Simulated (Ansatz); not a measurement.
## Run report: C2H5Si (charge +1), nudged elastic band (part 1 of 2)

- system: C2H5Si, charge +1
- method: RKS PBE-D4/6-31G (Ansatz 0.2.0)

The run did not end well. One setting was made poor on purpose. It belongs to a series of runs on one base structure; here: band between the two ends.

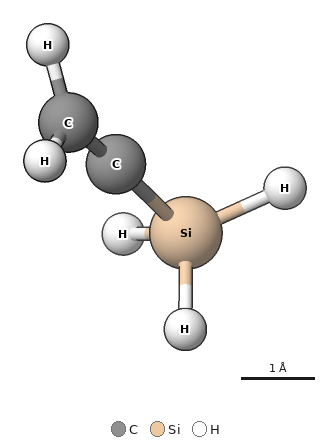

The starting structure (ball-and-stick view, seen at a tilt). Bond lengths as drawn: C–C 1.29 Å, C–H 1.11 Å, C–Si 1.91 Å and H–Si 1.50 to 1.52 Å.

Input
```yaml
crystal:
  periodic: [false, false, false]
  atoms:
    - { symbol: C, position_ang: [-0.758518, 0.883338, -1.285496] }
    - { symbol: C, position_ang: [-0.140082, 0.274206, -0.332953] }
    - { symbol: Si, position_ang: [0.686726, -0.702327, 1.079711] }
    - { symbol: H, position_ang: [-1.742769, 0.559788, -1.672676] }
    - { symbol: H, position_ang: [-0.335568, 1.778455, -1.781213] }
    - { symbol: H, position_ang: [0.773729, 0.218778, 2.259829] }
    - { symbol: H, position_ang: [1.950937, -1.289744, 0.527011] }
    - { symbol: H, position_ang: [-0.434465, -1.722504, 1.205797] }
total_charge: 1
basis:
  gaussian: { orbitals: "6-31G" }
hamiltonian:
  xc: pbe
  dispersion: d4
neb:
  order_check: false
  images: 7
  f_tol: 0.03
  max_iterations: 60
  max_displacement: 0.5
  optimiser: fire
  final_atoms:
    - { symbol: C, position_ang: [-0.67357196, 0.53336494, -1.08380784] }
    - { symbol: C, position_ang: [-0.58406138, 0.14383615, 0.22900795] }
    - { symbol: Si, position_ang: [0.95676619, -0.58047734, 0.90363909] }
    - { symbol: H, position_ang: [0.15628939, 0.4400036, -1.7946204] }
    - { symbol: H, position_ang: [-1.60160173, 0.96063977, -1.48114804] }
    - { symbol: H, position_ang: [1.04638832, -1.02645899, 2.33223286] }
    - { symbol: H, position_ang: [2.14284455, -0.72732985, -0.00516912] }
    - { symbol: H, position_ang: [-1.44306338, 0.25641172, 0.89987549] }
  initial_path:
    images:
      - { positions_ang: [[-0.758518, 0.883338, -1.285496], [-0.140082, 0.274206, -0.332953], [0.686726, -0.702327, 1.079711], [-1.742769, 0.559788, -1.672676], [-0.335568, 1.778455, -1.781213], [0.773729, 0.218778, 2.259829], [1.950937, -1.289744, 0.527011], [-0.434465, -1.722504, 1.205797]] }
      - { positions_ang: [[-0.76152406, 0.84026594, -1.25442636], [-0.12011206, 0.25989864, -0.31082353], [0.70420883, -0.7217702, 1.09028619], [-1.73474614, 0.50769436, -1.64762584], [-0.36997007, 1.7425771, -1.75067052], [0.77318893, 0.1676495, 2.27950298], [1.95943744, -1.30668131, 0.54611133], [-0.45049286, -1.48964403, 1.04765576]] }
      - { positions_ang: [[-0.76453012, 0.79719388, -1.22335673], [-0.10014211, 0.24559127, -0.28869407], [0.72169165, -0.74121339, 1.10086137], [-1.72672329, 0.45560071, -1.62257568], [-0.40437215, 1.7066992, -1.72012803], [0.77264886, 0.116521, 2.29917695], [1.96793788, -1.32361862, 0.56521166], [-0.46652072, -1.25678406, 0.88951452]] }
      - { positions_ang: [[-0.76753618, 0.75412182, -1.19228709], [-0.08017217, 0.23128391, -0.2665646], [0.73917448, -0.76065659, 1.11143656], [-1.71870043, 0.40350707, -1.59752553], [-0.43877422, 1.6708213, -1.68958555], [0.77210879, 0.06539249, 2.31885093], [1.97643832, -1.34055592, 0.58431199], [-0.48254858, -1.02392409, 0.73137328]] }
      - { positions_ang: [[-0.77054224, 0.71104976, -1.16121745], [-0.06020222, 0.21697654, -0.24443514], [0.7566573, -0.78009978, 1.12201175], [-1.71067757, 0.35141343, -1.57247537], [-0.4731763, 1.63494341, -1.65904307], [0.77156872, 0.01426399, 2.33852491], [1.98493876, -1.35749323, 0.60341232], [-0.49857644, -0.79106411, 0.57323204]] }
      - { positions_ang: [[-0.74629967, 0.66662856, -1.14186505], [-0.19116701, 0.19869145, -0.12607437], [0.80668452, -0.73019417, 1.06741859], [-1.24393583, 0.37356097, -1.62801163], [-0.75528266, 1.4663675, -1.61456931], [0.84027362, -0.24591676, 2.33695189], [2.0244152, -1.19995239, 0.45126696], [-0.73469817, -0.52919515, 0.65489291]] }
      - { positions_ang: [[-0.7220571, 0.62220735, -1.12251265], [-0.3221318, 0.18040635, -0.0077136], [0.85671175, -0.68028856, 1.01282542], [-0.77719409, 0.39570852, -1.68354788], [-1.03738901, 1.29779159, -1.57009555], [0.90897852, -0.5060975, 2.33537888], [2.06389165, -1.04241154, 0.2991216], [-0.97081991, -0.26732619, 0.73655377]] }
      - { positions_ang: [[-0.69781453, 0.57778614, -1.10316024], [-0.45309659, 0.16212125, 0.11064718], [0.90673897, -0.63038295, 0.95823226], [-0.31045235, 0.41785606, -1.73908414], [-1.31949537, 1.12921568, -1.5256218], [0.97768342, -0.76627825, 2.33380587], [2.1033681, -0.88487069, 0.14697624], [-1.20694164, -0.00545724, 0.81821463]] }
      - { positions_ang: [[-0.67357196, 0.53336494, -1.08380784], [-0.58406138, 0.14383615, 0.22900795], [0.95676619, -0.58047734, 0.90363909], [0.15628939, 0.4400036, -1.7946204], [-1.60160173, 0.96063977, -1.48114804], [1.04638832, -1.02645899, 2.33223286], [2.14284455, -0.72732985, -0.00516912], [-1.44306338, 0.25641172, 0.89987549]] }
```

Run on 1 thread of Arm Neoverse V1, 24 GiB of memory available, shared host.

Launched with:
```bash
ansatz run input.yaml --threads 1 --pin off --max-ram 2048MiB --backend cpu --events-out ev --progress --plain --runs-dir out
```

The program's output
```
Engine: ansatz 0.2.0, aarch64-unknown-linux-gnu
Functional definition: PBE
  parameter kappa = 0.804
  parameter beta = 0.06672455060314922
  exchange = pbe_x(kappa = kappa, mu = beta*pi^2/3)
  correlation = pbe_c(beta = beta)
589 factors; integrals over basis functions are off by at most 2.0e-4 eV
mean field evaluation 1: about -10005.9781 eV, gradient 5.1e1 eV
mean field evaluation 2: about -9997.0085 eV, gradient 7.1e1 eV
mean field evaluation 4: about -10013.3915 eV, gradient 7.5e0 eV
mean field evaluation 8: about -10013.5486 eV, gradient 1.6e-1 eV
mean field -10013.54868389 eV, -367.9911267058 hartree, gradient 4.2e-5 eV, S^2 0.000000; 0 other end points of the search recorded, 0 dependent functions left out
the calculation of the forces begins
reference -10013.54871555 eV, -367.9911278693 hartree; 15, 15 occupied and 26, 26 virtual orbitals, 589 factors
589 factors; integrals over basis functions are off by at most 2.2e-4 eV
mean field evaluation 16: about -10003.4605 eV, gradient 6.3e1 eV
mean field -10015.09876609 eV, -368.0480911761 hartree, gradient 3.3e-5 eV, S^2 0.000000; 0 other end points of the search recorded, 0 dependent functions left out
[... from here on the field's lines of each further geometry are left out, up to the last ...]
NEB iter   1: max|band force component| = 7.833e1 eV/Å  barrier→ = 18.0029 eV  barrier← = 19.5693 eV  Δτ_max = 0.5000 Å  (230 SCF iters)
NEB iter   2: max|band force component| = 4.737e1 eV/Å  barrier→ = 12.5799 eV  barrier← = 14.1463 eV  Δτ_max = 0.2276 Å  (187 SCF iters)
NEB iter   3: max|band force component| = 9.269e0 eV/Å  barrier→ = 6.1372 eV  barrier← = 7.7036 eV  Δτ_max = 0.0103 Å  (184 SCF iters)
NEB iter   4: max|band force component| = 8.218e0 eV/Å  barrier→ = 5.7661 eV  barrier← = 7.3325 eV  Δτ_max = 0.0191 Å  (158 SCF iters)
NEB iter   5: max|band force component| = 6.274e0 eV/Å  barrier→ = 5.1998 eV  barrier← = 6.7663 eV  Δτ_max = 0.0249 Å  (165 SCF iters)
NEB iter   6: max|band force component| = 4.377e0 eV/Å  barrier→ = 4.6754 eV  barrier← = 6.2419 eV  Δτ_max = 0.0260 Å  (169 SCF iters)
NEB iter   7: max|band force component| = 7.525e0 eV/Å  barrier→ = 4.3300 eV  barrier← = 5.8965 eV  Δτ_max = 0.0273 Å  (169 SCF iters)
NEB iter   8: max|band force component| = 1.021e1 eV/Å  barrier→ = 4.0797 eV  barrier← = 5.6461 eV  Δτ_max = 0.0329 Å  (167 SCF iters)
NEB iter   9: max|band force component| = 1.113e1 eV/Å  barrier→ = 3.7027 eV  barrier← = 5.2691 eV  Δτ_max = 0.0480 Å  (166 SCF iters)
NEB iter  10: max|band force component| = 9.717e0 eV/Å  barrier→ = 3.0321 eV  barrier← = 4.5985 eV  Δτ_max = 0.0673 Å  (172 SCF iters)
NEB iter  11: max|band force component| = 6.217e0 eV/Å  barrier→ = 2.2024 eV  barrier← = 3.7688 eV  Δτ_max = 0.0856 Å  (171 SCF iters)
NEB iter  12: max|band force component| = 2.263e0 eV/Å  barrier→ = 1.5577 eV  barrier← = 3.1242 eV  Δτ_max = 0.0927 Å  (168 SCF iters)
NEB iter  13: max|band force component| = 4.739e0 eV/Å  barrier→ = 1.4596 eV  barrier← = 3.0260 eV  Δτ_max = 0.0023 Å  (170 SCF iters)
NEB iter  14: max|band force component| = 4.471e0 eV/Å  barrier→ = 1.4298 eV  barrier← = 2.9962 eV  Δτ_max = 0.0045 Å  (127 SCF iters)
NEB iter  15: max|band force component| = 3.958e0 eV/Å  barrier→ = 1.3751 eV  barrier← = 2.9415 eV  Δτ_max = 0.0063 Å  (137 SCF iters)
NEB iter  16: max|band force component| = 3.245e0 eV/Å  barrier→ = 1.3041 eV  barrier← = 2.8705 eV  Δτ_max = 0.0078 Å  (145 SCF iters)
NEB iter  17: max|band force component| = 2.387e0 eV/Å  barrier→ = 1.2269 eV  barrier← = 2.7934 eV  Δτ_max = 0.0089 Å  (148 SCF iters)
NEB iter  18: max|band force component| = 2.045e0 eV/Å  barrier→ = 1.1529 eV  barrier← = 2.7194 eV  Δτ_max = 0.0096 Å  (151 SCF iters)
NEB iter  19: max|band force component| = 2.047e0 eV/Å  barrier→ = 1.0887 eV  barrier← = 2.6551 eV  Δτ_max = 0.0109 Å  (152 SCF iters)
NEB iter  20: max|band force component| = 2.036e0 eV/Å  barrier→ = 1.0321 eV  barrier← = 2.5985 eV  Δτ_max = 0.0121 Å  (153 SCF iters)
NEB iter  21: max|band force component| = 2.001e0 eV/Å  barrier→ = 0.9843 eV  barrier← = 2.5507 eV  Δτ_max = 0.0153 Å  (155 SCF iters)
NEB iter  22: max|band force component| = 2.382e0 eV/Å  barrier→ = 0.9389 eV  barrier← = 2.5054 eV  Δτ_max = 0.0190 Å  (160 SCF iters)
NEB iter  23: max|band force component| = 2.871e0 eV/Å  barrier→ = 0.8816 eV  barrier← = 2.4480 eV  Δτ_max = 0.0231 Å  (161 SCF iters)
NEB iter  24: max|band force component| = 2.846e0 eV/Å  barrier→ = 0.7974 eV  barrier← = 2.3639 eV  Δτ_max = 0.0275 Å  (162 SCF iters)
NEB iter  25: max|band force component| = 2.199e0 eV/Å  barrier→ = 0.6849 eV  barrier← = 2.2514 eV  Δτ_max = 0.0322 Å  (161 SCF iters)
NEB iter  26: max|band force component| = 1.179e0 eV/Å  barrier→ = 0.5655 eV  barrier← = 2.1319 eV  Δτ_max = 0.0369 Å  (161 SCF iters)
NEB iter  27: max|band force component| = 1.175e0 eV/Å  barrier→ = 0.4682 eV  barrier← = 2.0347 eV  Δτ_max = 0.0411 Å  (156 SCF iters)
NEB iter  28: max|band force component| = 1.715e0 eV/Å  barrier→ = 0.3930 eV  barrier← = 1.9594 eV  Δτ_max = 0.0463 Å  (155 SCF iters)
NEB iter  29: max|band force component| = 1.935e0 eV/Å  barrier→ = 0.3058 eV  barrier← = 1.8722 eV  Δτ_max = 0.0562 Å  (160 SCF iters)
NEB iter  30: max|band force component| = 1.192e0 eV/Å  barrier→ = 0.2070 eV  barrier← = 1.7734 eV  Δτ_max = 0.0669 Å  (162 SCF iters)
NEB iter  31: max|band force component| = 1.875e0 eV/Å  barrier→ = 0.1874 eV  barrier← = 1.7538 eV  Δτ_max = 0.0091 Å  (164 SCF iters)
NEB iter  32: max|band force component| = 1.562e0 eV/Å  barrier→ = 0.1851 eV  barrier← = 1.7516 eV  Δτ_max = 0.0166 Å  (149 SCF iters)
NEB iter  33: max|band force component| = 1.061e0 eV/Å  barrier→ = 0.1802 eV  barrier← = 1.7467 eV  Δτ_max = 0.0214 Å  (150 SCF iters)
NEB iter  34: max|band force component| = 9.884e-1 eV/Å  barrier→ = 0.1719 eV  barrier← = 1.7383 eV  Δτ_max = 0.0227 Å  (159 SCF iters)
NEB iter  35: max|band force component| = 9.031e-1 eV/Å  barrier→ = 0.1591 eV  barrier← = 1.7255 eV  Δτ_max = 0.0217 Å  (160 SCF iters)
NEB iter  36: max|band force component| = 8.256e-1 eV/Å  barrier→ = 0.1405 eV  barrier← = 1.7069 eV  Δτ_max = 0.0234 Å  (156 SCF iters)
NEB iter  37: max|band force component| = 9.079e-1 eV/Å  barrier→ = 0.1246 eV  barrier← = 1.6911 eV  Δτ_max = 0.0053 Å  (159 SCF iters)
NEB iter  38: max|band force component| = 7.531e-1 eV/Å  barrier→ = 0.1252 eV  barrier← = 1.6917 eV  Δτ_max = 0.0098 Å  (141 SCF iters)
NEB iter  39: max|band force component| = 4.866e-1 eV/Å  barrier→ = 0.1264 eV  barrier← = 1.6929 eV  CI = image 2  Δτ_max = 0.0128 Å  (151 SCF iters)
NEB iter  40: max|band force component| = 6.064e-1 eV/Å  barrier→ = 0.1278 eV  barrier← = 1.6942 eV  CI = image 2  Δτ_max = 0.0031 Å  (151 SCF iters)
NEB iter  41: max|band force component| = 5.960e-1 eV/Å  barrier→ = 0.1280 eV  barrier← = 1.6944 eV  CI = image 2  Δτ_max = 0.0062 Å  (133 SCF iters)
NEB iter  42: max|band force component| = 5.736e-1 eV/Å  barrier→ = 0.1284 eV  barrier← = 1.6949 eV  CI = image 2  Δτ_max = 0.0091 Å  (142 SCF iters)
NEB iter  43: max|band force component| = 5.387e-1 eV/Å  barrier→ = 0.1291 eV  barrier← = 1.6955 eV  CI = image 2  Δτ_max = 0.0119 Å  (140 SCF iters)
NEB iter  44: max|band force component| = 4.954e-1 eV/Å  barrier→ = 0.1300 eV  barrier← = 1.6964 eV  CI = image 2  Δτ_max = 0.0144 Å  (140 SCF iters)
NEB iter  45: max|band force component| = 4.669e-1 eV/Å  barrier→ = 0.1311 eV  barrier← = 1.6975 eV  CI = image 2  Δτ_max = 0.0167 Å  (146 SCF iters)
NEB iter  46: max|band force component| = 4.625e-1 eV/Å  barrier→ = 0.1324 eV  barrier← = 1.6988 eV  CI = image 2  Δτ_max = 0.0213 Å  (147 SCF iters)
NEB iter  47: max|band force component| = 4.385e-1 eV/Å  barrier→ = 0.1341 eV  barrier← = 1.7006 eV  CI = image 2  Δτ_max = 0.0271 Å  (153 SCF iters)
NEB iter  48: max|band force component| = 3.791e-1 eV/Å  barrier→ = 0.1364 eV  barrier← = 1.7028 eV  CI = image 2  Δτ_max = 0.0333 Å  (156 SCF iters)
NEB iter  49: max|band force component| = 3.720e-1 eV/Å  barrier→ = 0.1393 eV  barrier← = 1.7057 eV  CI = image 2  Δτ_max = 0.0386 Å  (157 SCF iters)
NEB iter  50: max|band force component| = 4.686e-1 eV/Å  barrier→ = 0.1430 eV  barrier← = 1.7094 eV  CI = image 2  Δτ_max = 0.0474 Å  (157 SCF iters)
NEB iter  51: max|band force component| = 7.097e-1 eV/Å  barrier→ = 0.1477 eV  barrier← = 1.7142 eV  CI = image 2  Δτ_max = 0.0614 Å  (161 SCF iters)
NEB iter  52: max|band force component| = 9.821e-1 eV/Å  barrier→ = 0.1536 eV  barrier← = 1.7200 eV  CI = image 2  Δτ_max = 0.0886 Å  (166 SCF iters)
NEB iter  53: max|band force component| = 1.019e0 eV/Å  barrier→ = 0.1606 eV  barrier← = 1.7270 eV  CI = image 2  Δτ_max = 0.1224 Å  (166 SCF iters)
NEB iter  54: max|band force component| = 6.226e-1 eV/Å  barrier→ = 0.1687 eV  barrier← = 1.7351 eV  CI = image 2  Δτ_max = 0.1405 Å  (166 SCF iters)
NEB iter  55: max|band force component| = 1.036e0 eV/Å  barrier→ = 0.1771 eV  barrier← = 1.7435 eV  CI = image 2  Δτ_max = 0.1325 Å  (166 SCF iters)
NEB iter  56: max|band force component| = 1.221e0 eV/Å  barrier→ = 0.1837 eV  barrier← = 1.7501 eV  CI = image 2  Δτ_max = 0.0529 Å  (168 SCF iters)
NEB iter  57: max|band force component| = 3.386e0 eV/Å  barrier→ = 0.1829 eV  barrier← = 1.7493 eV  CI = image 2  Δτ_max = 0.0290 Å  (160 SCF iters)
NEB iter  58: max|band force component| = 9.264e-1 eV/Å  barrier→ = 0.1825 eV  barrier← = 1.7490 eV  CI = image 2  Δτ_max = 0.0099 Å  (153 SCF iters)
NEB iter  59: max|band force component| = 8.699e-1 eV/Å  barrier→ = 0.1823 eV  barrier← = 1.7487 eV  CI = image 2  Δτ_max = 0.0192 Å  (130 SCF iters)
the calculation of the forces begins
reference -10013.84892269 eV, -368.0021602781 hartree; 15, 15 occupied and 26, 26 virtual orbitals, 589 factors
these checks for a lower state are left out or cut short: starts, cluster_reference, orbital_swaps, neighbouring_geometries, increment
589 factors; integrals over basis functions are off by at most 2.1e-4 eV
mean field evaluation 2304: about -10014.8578 eV, gradient 8.4e-2 eV
mean field -10014.85782850 eV, -368.0392368831 hartree, gradient 7.7e-5 eV, S^2 0.000000; 0 other end points of the search recorded, 0 dependent functions left out
the calculation of the forces begins
reference -10014.85785885 eV, -368.0392379984 hartree; 15, 15 occupied and 26, 26 virtual orbitals, 589 factors
NEB iter  60: max|band force component| = 7.583e-1 eV/Å  barrier→ = 0.1819 eV  barrier← = 1.7483 eV  CI = image 2  Δτ_max = 0.0270 Å  (142 SCF iters)
```
